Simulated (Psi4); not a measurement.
**Single-point calculation, with input and output: MoNH$_{2}$S$_{2}$Cl**

The run: single-point calculation of MoNH$_{2}$S$_{2}$Cl, SMILES [NH2][Mo](=[S])(=[S])[Cl]. Method and program: PBE/def2-TZVPP, RKS, dispersion D4, core potentials def2 (Psi4 1.11).

The geometry was optimised with PBE0/def2-TZVP.

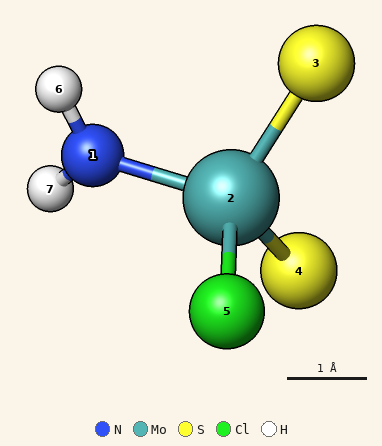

**Figure 1.** The structure as given in the input (ball-and-stick view, seen at a tilt; atoms are numbered from 1 in the order of the input). Sticks mark near contacts. Bond lengths as drawn: Cl–Mo 2.25 Å, H–N 1.01 Å, Mo–N 1.90 Å and Mo–S 2.09 Å.

### Input file (job.py)
```python
import psi4

psi4.set_memory(3300000000)
psi4.set_num_threads(2)
psi4.core.set_output_file('run.log', False)

with open('clh2mons2.xyz') as f:
    atoms = ''.join(f.readlines()[2:])
geom = psi4.geometry('0 1\n' + atoms + 'symmetry c1')

psi4.set_options({
    'basis': 'def2-TZVPP',
    'reference': 'rks',
    'scf_type': 'df',
    'dft_radial_points': 99,
    'dft_spherical_points': 590,
})

result = psi4.energy("pbe-d4")
print(f'pbe-d4 energy: {result:.10f} Eh')
for k, v in sorted(psi4.core.scalar_variables().items()):
    print(f'{k:45s} {v:18.10f}')
```

### File clh2mons2.xyz
```
7
ClH2MoNS2
N     -0.665323     0.984282    -0.186387
Mo     0.376258    -0.572109     0.123511
S      2.326583    -0.198450    -0.542946
S     -0.481701    -2.156949    -0.943588
Cl     0.409484    -1.063026     2.322510
H     -0.269276     1.911260    -0.251551
H     -1.634147     0.961784    -0.470752
```

Command:
```bash
python job.py
```

### Log
```
=> Loading Basis Set <=

    Name: DEF2-TZVPP
    Role: ORBITAL
    Keyword: BASIS

    !!!  WARNING: ECP capability is in beta. Please check occupations closely.  !!!

   => PBE-D4(BJ,EEQ)ATM: Empirical Dispersion <=

        a1 =       0.385750
        a2 =       4.806885
       alp =      16.000000
        s6 =       1.000000
        s8 =       0.959481
        s9 =       1.000000
        ga =       3.000000
        gc =       2.000000
        wf =       6.000000

         ---------------------------------------------------------
                                   SCF
                              RKS Reference
                        2 Threads,   3147 MiB Core
         ---------------------------------------------------------

  ==> Geometry <==

    Molecular point group: c1
    Full point group: C1

    Geometry (in Angstrom), charge = 0, multiplicity = 1:

       Center              X                  Y                   Z               Mass
    ------------   -----------------  -----------------  -----------------  -----------------
         N           -1.130029014238     1.697568503616    -0.385799521959    14.003074004430
         MO          -0.088448014238     0.141177503616    -0.075901521959    97.905404820000
         S            1.861876985762     0.514836503616    -0.742358521959    31.972071174400
         S           -0.946407014238    -1.443662496384    -1.143000521959    31.972071174400
         CL          -0.055222014238    -0.349739496384     2.123097478041    34.968852682000
         H           -0.733982014238     2.624546503616    -0.450963521959     1.007825032230
         H           -2.098853014238     1.675070503616    -0.670164521959     1.007825032230

  Running in c1 symmetry.

  Rotational constants: A =      0.05731  B =      0.05209  C =      0.04090 [cm^-1]
  Rotational constants: A =   1718.08745  B =   1561.66228  C =   1226.03106 [MHz]
  Nuclear repulsion =  398.726949271648834

  Charge       = 0
  Multiplicity = 1
  Electrons    = 72
  Nalpha       = 36
  Nbeta        = 36

  ==> Algorithm <==

  SCF Algorithm Type is DF.
  DIIS enabled.
  MOM disabled.
  Fractional occupation disabled.
  Guess Type is SAD.
  Energy threshold   = 1.00e-06
  Density threshold  = 1.00e-06
  Integral threshold = 1.00e-12

  ==> Primary Basis <==

  Basis Set: DEF2-TZVPP
    Blend: DEF2-TZVPP
    Number of shells: 81
    Number of basis functions: 241
    Number of Cartesian functions: 281
    Spherical Harmonics?: true
    Max angular momentum: 4

  Core potential: DEF2-TZVPP
    Number of shells: 4
    Number of ECP primitives: 14
    Number of ECP core electrons: 28
    Max angular momentum: 3

  ==> DFT Potential <==

   => LibXC <=

    Version 7.1.2

   => Composite Functional: PBE-D4BJEEQATM <=

    PBE GGA Exchange-Correlation Functional

    Deriv               =              1
    GGA                 =           TRUE
    Meta                =          FALSE

    Exchange Hybrid     =          FALSE
    MP2 Hybrid          =          FALSE

   => Exchange Functionals <=

    1.0000     XC_GGA_X_PBE

   => Correlation Functionals <=

    1.0000     XC_GGA_C_PBE

   => LibXC Density Thresholds  <==

    XC_GGA_C_PBE:  1.00E-12
    XC_GGA_X_PBE:  1.00E-15

   => Molecular Quadrature <=

    Radial Scheme          =       TREUTLER
    Pruning Scheme         =           NONE
    Nuclear Scheme         =       TREUTLER

    Blocking Scheme        =         OCTREE
    BS radius alpha        =              1
    Pruning alpha          =              1
    Radial Points          =             99
    Spherical Points       =            590
    Total Points           =         389222
    Total Blocks           =           2915
    Max Points             =            256
    Max Functions          =            211
    Weights Tolerance      =       1.00E-15

   => Loading Basis Set <=

    Name: (DEF2-TZVPP AUX)
    Role: JKFIT
    Keyword: DF_BASIS_SCF

  ==> Integral Setup <==

  DFHelper Memory: AOs need 0.321 GiB; user supplied 0.580 GiB.
  SCF_SUBTYPE=INCORE selected. In-core MEM_DF algorithm will be used.
  Using in-core AOs.

  ==> MemDFJK: Density-Fitted J/K Matrices <==

    J tasked:                   Yes
    K tasked:                    No
    wK tasked:                   No
    Memory [MiB]:               594
    Algorithm:                 Core
    Schwarz Cutoff:           1E-12
    Mask sparsity (%):       8.0818
    Fitting Condition:        1E-10

   => Auxiliary Basis Set <=

  Basis Set: (DEF2-TZVPP AUX)
    Blend: DEF2-UNIVERSAL-JKFIT
    Number of shells: 200
    Number of basis functions: 752
    Number of Cartesian functions: 982
    Spherical Harmonics?: true
    Max angular momentum: 6

  Cached 100.0% of DFT collocation blocks in 1.725 [GiB].

  Minimum eigenvalue in the overlap matrix is 7.7034383050E-04.
  Reciprocal condition number of the overlap matrix is 1.1523786058E-04.
    Using symmetric orthogonalization.

  ==> Pre-Iterations <==

  SCF Guess: Superposition of Atomic Densities via on-the-fly atomic UHF (no occupation information).

   -------------------------
    Irrep   Nso     Nmo
   -------------------------
     A        241     241
   -------------------------
    Total     241     241
   -------------------------

  ==> Iterations <==

                           Total Energy        Delta E     RMS |[F,P]|

   @DF-RKS iter SAD: -1380.02948659331832   -1.38003e+03   0.00000e+00
   @DF-RKS iter   1: -1379.51943476646193    5.10052e-01   6.43910e-03 DIIS/ADIIS
   @DF-RKS iter   2: -1369.93249153475608    9.58694e+00   1.89346e-02 DIIS/ADIIS
   @DF-RKS iter   3: -1380.09698757805904   -1.01645e+01   3.78189e-03 DIIS/ADIIS
   @DF-RKS iter   4: -1379.16914007419359    9.27848e-01   7.08487e-03 DIIS/ADIIS
   @DF-RKS iter   5: -1380.39946406619401   -1.23032e+00   1.67138e-03 DIIS/ADIIS
   @DF-RKS iter   6: -1380.45018837207090   -5.07243e-02   9.20394e-04 DIIS/ADIIS
   @DF-RKS iter   7: -1380.45465156549358   -4.46319e-03   7.21158e-04 DIIS/ADIIS
   @DF-RKS iter   8: -1380.47370961709112   -1.90581e-02   1.58024e-04 DIIS/ADIIS
   @DF-RKS iter   9: -1380.47439231944327   -6.82702e-04   4.92474e-05 DIIS
   @DF-RKS iter  10: -1380.47446006369660   -6.77443e-05   1.94615e-05 DIIS
   @DF-RKS iter  11: -1380.47447243662759   -1.23729e-05   4.66437e-06 DIIS
   @DF-RKS iter  12: -1380.47447308725418   -6.50627e-07   9.16049e-07 DIIS
  Energy and wave function converged.

  ==> Post-Iterations <==

   Electrons on quadrature grid:
      Ntotal   =   71.9999989479 ; deviation = -1.052e-06

    Orbital Energies [Eh]
    ---------------------

    Doubly Occupied:

       1A   -100.661100     2A    -88.048848     3A    -88.048504
       4A    -14.024572     5A     -9.175864     6A     -7.676655
       7A     -7.676314     8A     -6.994793     9A     -6.991346
      10A     -6.990889    11A     -5.695144    12A     -5.694785
      13A     -5.694035    14A     -5.693693    15A     -5.692442
      16A     -5.692117    17A     -2.514615    18A     -1.558001
      19A     -1.555139    20A     -1.554326    21A     -0.802746
      22A     -0.740669    23A     -0.625519    24A     -0.615156
      25A     -0.490393    26A     -0.411928    27A     -0.360691
      28A     -0.334068    29A     -0.332754    30A     -0.317962
      31A     -0.307036    32A     -0.293718    33A     -0.276251
      34A     -0.269572    35A     -0.253438    36A     -0.231344

    Virtual:

      37A     -0.144310    38A     -0.132825    39A     -0.100528
      40A     -0.092342    41A     -0.080061    42A     -0.024602
      43A      0.022450    44A      0.024205    45A      0.035144
      46A      0.079513    47A      0.085137    48A      0.150383
      49A      0.165183    50A      0.173891    51A      0.187324
      52A      0.193685    53A      0.197673    54A      0.206753
      55A      0.240446    56A      0.242121    57A      0.258010
      58A      0.259016    59A      0.266770    60A      0.267037
      61A      0.267983    62A      0.269906    63A      0.293702
      64A      0.323791    65A      0.332500    66A      0.338565
      67A      0.344627    68A      0.354683    69A      0.363946
      70A      0.373426    71A      0.383340    72A      0.404027
      73A      0.405844    74A      0.424437    75A      0.432052
      76A      0.438899    77A      0.442049    78A      0.478626
      79A      0.493682    80A      0.502744    81A      0.551344
      82A      0.554843    83A      0.595210    84A      0.633590
      85A      0.646536    86A      0.660724    87A      0.771628
      88A      0.808672    89A      0.823697    90A      0.859185
      91A      0.861247    92A      0.894512    93A      0.918936
      94A      0.931249    95A      0.950038    96A      0.956983
      97A      0.969274    98A      0.971734    99A      1.004662
     100A      1.096862   101A      1.099208   102A      1.124996
     103A      1.172761   104A      1.191990   105A      1.215291
     106A      1.224231   107A      1.263184   108A      1.294606
     109A      1.349109   110A      1.383831   111A      1.395506
     112A      1.402572   113A      1.410483   114A      1.424847
     115A      1.428326   116A      1.442853   117A      1.456696
     118A      1.462577   119A      1.471269   120A      1.513690
     121A      1.547762   122A      1.561632   123A      1.577594
     124A      1.577969   125A      1.579589   126A      1.588321
     127A      1.593991   128A      1.608800   129A      1.614225
     130A      1.636486   131A      1.663344   132A      1.666264
     133A      1.686731   134A      1.728452   135A      1.732386
     136A      1.737004   137A      1.759027   138A      1.766526
     139A      1.785074   140A      1.797659   141A      1.809199
     142A      1.837199   143A      1.864628   144A      1.870312
     145A      1.885875   146A      1.964635   147A      1.971601
     148A      1.993889   149A      1.998224   150A      2.046743
     151A      2.049770   152A      2.069752   153A      2.072199
     154A      2.086067   155A      2.106066   156A      2.169398
     157A      2.173431   158A      2.209713   159A      2.224415
     160A      2.260293   161A      2.301455   162A      2.389977
     163A      2.440117   164A      2.480811   165A      2.498387
     166A      2.510254   167A      2.588791   168A      2.666925
     169A      2.671235   170A      2.720819   171A      2.765981
     172A      2.787705   173A      2.808951   174A      2.841538
     175A      2.862773   176A      2.882329   177A      2.964517
     178A      2.988779   179A      3.066266   180A      3.085479
     181A      3.111667   182A      3.143421   183A      3.185217
     184A      3.220510   185A      3.422081   186A      3.439599
     187A      3.502166   188A      3.508170   189A      3.584774
     190A      3.651285   191A      3.764027   192A      3.839418
     193A      3.851380   194A      3.945967   195A      4.080536
     196A      4.152010   197A      4.306438   198A      4.353304
     199A      4.445902   200A      4.569555   201A      4.652769
     202A      4.724463   203A      4.911504   204A      5.332234
     205A      5.368727   206A      5.471939   207A      5.532637
     208A      5.557224   209A      5.876408   210A      6.322523
     211A      6.324895   212A      6.539768   213A      6.560415
     214A      6.571731   215A      6.586209   216A      6.641670
     217A      6.661217   218A      6.690831   219A      6.704613
     220A      6.758076   221A      6.784982   222A      7.901673
     223A      7.905875   224A      8.004592   225A      8.009174
     226A      8.031779   227A      8.694010   228A      8.715904
     229A      8.716413   230A      8.738838   231A      9.079092
     232A      9.105655   233A     10.541453   234A     10.543773
     235A     10.840366   236A     18.474140   237A     18.517983
     238A     24.504643   239A     24.996798   240A     32.108328
     241A     85.593359

    Final Occupation by Irrep:
              A
    DOCC [    36 ]
    NA   [    36 ]
    NB   [    36 ]

  @DF-RKS Final Energy: -1380.47447308725418

   => Energetics <=

    Nuclear Repulsion Energy =            398.7269492716488344
    One-Electron Energy =               -2722.8849539283010017
    Two-Electron Energy =                1038.2903344580158773
    DFT Exchange-Correlation Energy =     -94.5952720836413334
    Empirical Dispersion Energy =          -0.0115308049764711
    VV10 Nonlocal Energy =                  0.0000000000000000
    Total Energy =                      -1380.4744730872541822

Computation Completed

Properties will be evaluated at   0.000000,   0.000000,   0.000000 [a0]

Properties computed using the SCF density matrix

 Multipole Moments:

 ------------------------------------------------------------------------------------
     Multipole            Electronic (a.u.)      Nuclear  (a.u.)        Total (a.u.)
 ------------------------------------------------------------------------------------

 L = 1.  Multiply by 2.5417464519 to convert [e a0] to [Debye]
 Dipole X            :         -3.9923762            3.2643790           -0.7279972
 Dipole Y            :          6.0966996           -5.0034387            1.0932608
 Dipole Z            :         -2.2269390            1.9701650           -0.2567740
 Magnitude           :                                                    1.3383318

 ------------------------------------------------------------------------------------

	total time  =        112 seconds =       1.87 minutes
```

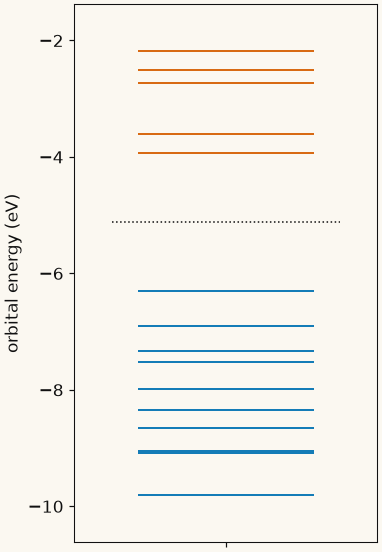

**Figure 2.** Orbital energies near the frontier; the dotted line parts filled from empty levels, and levels within 0.02 eV of each other stand side by side. Highest filled −6.30 eV, lowest empty −3.93 eV, 2.37 eV apart.

### Key numbers

| quantity | value |
| --- | --- |
| outcome | converged |
| total energy | −1380.474473 hartree |
| dispersion energy | −0.011531 hartree |
| basis functions | 241 |
| HOMO | −6.30 eV |
| LUMO | −3.93 eV |
| dipole moment | 3.40 D |
| hardware | 2 threads of Intel Xeon @ 2.50GHz (Skylake/Cascade Lake), 189 GiB of memory available, shared host |
| wall time | 1.9 min (CPU time 3.6 min) |
| peak memory | 2.4 GiB |

### Remarks

The run takes a singlet; with an open-shell metal another spin state may lie lower.
